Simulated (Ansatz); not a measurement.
# B3LYP/6-31G(d) (spherical functions) run of CH4BN (SMILES [BH3-][N+]#C)

Aim: the electronic atomisation energy of CH4BN at B3LYP/6-31G* (spherical functions), from 5 runs. 

Program for the calculation: Ansatz 0.2.0.

15 further runs of the same task are left out: 15 set aside as unsound or not needed.

### Step 1. Starting point

CH4BN: 7 atoms, total charge 0, spin state singlet. As SMILES, `[BH3-][N+]#C`. The coordinates come from a GFN2-xTB relaxation.

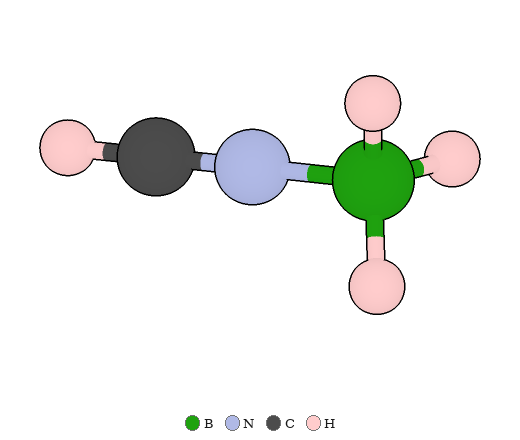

Viewed from a chosen angle; boron green, nitrogen light blue, carbon dark grey, hydrogen pink.

### Step 2. The energy at B3LYP/6-31G(d) (spherical functions)

Contents of input.yaml:

```yaml
crystal:
  periodic: [false, false, false]
  atoms:
    - symbol: B
      position_ang: [-0.679270, 0.619350, -0.271430]
    - symbol: "N"
      position_ang: [0.343100, -0.317340, 0.137940]
    - symbol: C
      position_ang: [1.158210, -1.058740, 0.463380]
    - symbol: H
      position_ang: [-1.600190, -0.041380, -0.638300]
    - symbol: H
      position_ang: [-0.196850, 1.266380, -1.147890]
    - symbol: H
      position_ang: [-0.931780, 1.266950, 0.696120]
    - symbol: H
      position_ang: [1.906790, -1.735220, 0.760180]
basis:
  gaussian: {orbitals: 6-31Gs-spherical.json}
total_charge: 0
hamiltonian: {xc: {name: B3LYP}}
accuracy: high
output: {orbitals: {seedname: orbitals}}
```

The basis set 6-31G* is read from a file made from the Basis Set Exchange's data (not shown).

On the command line:

```bash
$ ansatz run input.yaml --threads 1 --pin off --max-ram 2610MiB --events-out events.jsonl --progress --plain --runs-dir runs
```

Log:

```text
Warning: RAYON_NUM_THREADS=1 ignored (pool sized by the plan → 1); use --threads N
Functional definition: B3LYP
  name "B3LYP"
  parameter a0 = 0.2
  parameter ax = 0.72
  parameter ac = 0.81
  exchange = (1 - a0 - ax)*slater_x + ax*b88_x + a0*exact_x
  correlation = (1 - ac)*vwn_rpa_c + ac*lyp_c
1141 factors; integrals over basis functions are off by at most 3.1e-9 eV
mean field evaluation 1: about -3262.6466 eV, gradient 4.1e1 eV
mean field evaluation 2: about -3252.1512 eV, gradient 7.9e1 eV
mean field evaluation 4: about -3267.0734 eV, gradient 1.6e0 eV
mean field evaluation 8: about -3267.0737 eV, gradient 6.7e-2 eV
mean field evaluation 16: about -3267.0737 eV, gradient 6.4e-7 eV
mean field -3267.07366555 eV, -120.0627427069 hartree, gradient 1.2e-8 eV, S^2 0.000000; 0 other end points of the search recorded, 0 dependent functions left out
reference -3267.07369787 eV, -120.0627438945 hartree; 11, 11 occupied and 39, 39 virtual orbitals, 1141 factors
Total energy: -3267.07369787 eV, -120.0627438945 hartree
```

Run time: 1.3 s. Hardware: 1 thread of Intel Xeon 6975P-C (Granite Rapids), shared host; peak memory 0.14 GiB.

### Step 3. The B atom

Contents of input.yaml:

```yaml
crystal:
  periodic: [false, false, false]
  atoms:
    - {symbol: B, position_ang: [0.000000, 0.000000, 0.000000]}
basis:
  gaussian:
    orbitals: 6-31Gs-spherical.json
magnetization:
  spin_polarized: true
  initial_magnetization: 1
hamiltonian:
  xc: {name: B3LYP}
accuracy: high
```

The basis set 6-31G* is read from a file made from the Basis Set Exchange's data (not shown).

On the command line:

```bash
$ ansatz run input.yaml --threads 1 --pin off --max-ram 2610MiB --events-out events.jsonl --progress --plain --runs-dir runs
```

Log, cut to the lines that bear on the results:

```text
Warning: RAYON_NUM_THREADS=1 ignored (pool sized by the plan → 1); use --threads N
[... 7 set-up lines as earlier in the session ...]
96 factors; integrals over basis functions are off by at most 1.2e-9 eV
mean field evaluation 1: about -670.8243 eV, gradient 2.4e0 eV
mean field evaluation 2: about -670.8673 eV, gradient 4.0e-1 eV
mean field evaluation 4: about -670.8638 eV, gradient 3.8e-1 eV
mean field evaluation 8: about -670.8650 eV, gradient 2.7e-4 eV
mean field evaluation 16: about -670.8650 eV, gradient 2.6e-7 eV
mean field -670.86501431 eV, -24.6538345473 hartree, gradient 5.6e-8 eV, S^2 0.751604; 0 other end points of the search recorded, 0 dependent functions left out
reference -670.86503643 eV, -24.6538353600 hartree; 3, 2 occupied and 11, 12 virtual orbitals, 96 factors
Total energy: -670.86503643 eV, -24.6538353600 hartree
```

It took 0.22 s on 1 thread of Intel Xeon 6975P-C (Granite Rapids), shared host.

### Step 4. The C atom at the same level

Contents of input.yaml:

```yaml
basis:
  gaussian: {orbitals: 6-31Gs-spherical.json}
crystal:
  periodic: [false, false, false]
  atoms:
    - {symbol: C, position_ang: [0.000000, 0.000000, 0.000000]}
accuracy: high
hamiltonian: {xc: {name: B3LYP}}
magnetization: {spin_polarized: true, initial_magnetization: 2}
```

The basis set 6-31G* is read from a file made from the Basis Set Exchange's data (not shown).

Run the same way, it converges to -37.84469 Eh (log not shown).

### Step 5. The H atom

Contents of job.yaml:

```yaml
basis:
  gaussian:
    orbitals: "6-31G*"
crystal:
  periodic: [false, false, false]
  atoms:
    - {symbol: H, position_ang: [0.000000, 0.000000, 0.000000]}
magnetization:
  spin_polarized: true
  initial_magnetization: 1
hamiltonian:
  xc: {name: B3LYP}
accuracy: high
```

Run the same way, it converges to -0.50027 Eh (log not shown).

### Step 6. The N atom, same level

Contents of in.yaml:

```yaml
crystal:
  periodic: [false, false, false]
  atoms:
    - {symbol: "N", position_ang: [0.000000, 0.000000, 0.000000]}
basis:
  gaussian:
    orbitals: 6-31Gs-spherical.json
magnetization:
  spin_polarized: true
  initial_magnetization: 3
hamiltonian:
  xc: {name: B3LYP}
accuracy: high
```

The basis set 6-31G* is read from a file made from the Basis Set Exchange's data (not shown).

On the command line:

```bash
$ ansatz run in.yaml --threads 1 --pin off --max-ram 2610MiB --events-out events.jsonl --progress --plain --runs-dir runs
```

Log, cut to the lines that bear on the results:

```text
Warning: RAYON_NUM_THREADS=1 ignored (pool sized by the plan → 1); use --threads N
[... 7 set-up lines as earlier in the session ...]
96 factors; integrals over basis functions are off by at most 1.9e-9 eV
mean field evaluation 1: about -1485.1541 eV, gradient 5.0e0 eV
mean field evaluation 2: about -1485.2368 eV, gradient 2.8e0 eV
mean field evaluation 4: about -1485.2760 eV, gradient 7.0e-2 eV
mean field evaluation 8: about -1485.2757 eV, gradient 1.0e-4 eV
mean field -1485.27568097 eV, -54.5828745195 hartree, gradient 2.5e-9 eV, S^2 3.752147; 0 other end points of the search recorded, 0 dependent functions left out
reference -1485.27569590 eV, -54.5828750685 hartree; 5, 2 occupied and 9, 12 virtual orbitals, 96 factors
Total energy: -1485.27569590 eV, -54.5828750685 hartree
```

Wall time 0.18 s (1 thread of Intel Xeon 6975P-C (Granite Rapids), shared host).

### Step 7. Summary of results

At B3LYP/6-31G* (spherical functions):

| quantity | value |
| --- | --- |
| molecule: total energy | -120.06274 Eh |
| molecule: HOMO energy | -7.69 eV |
| molecule: LUMO energy | -0.86 eV |
| molecule: HOMO–LUMO gap | 6.84 eV |
| B atom: total energy | -24.65384 Eh |
| B atom: ⟨S²⟩ | 0.752 |
| C atom: total energy | -37.84469 Eh |
| C atom: ⟨S²⟩ | 2.002 |
| H atom: total energy | -0.50027 Eh |
| H atom: ⟨S²⟩ | 0.750 |
| N atom: total energy | -54.58288 Eh |
| N atom: ⟨S²⟩ | 3.752 |
| electronic atomisation energy | 26.674 eV |

**Reading.** Taking the molecule apart into free atoms costs 26.67 eV (615 kcal/mol), before zero-point energy and without spin-orbit coupling.
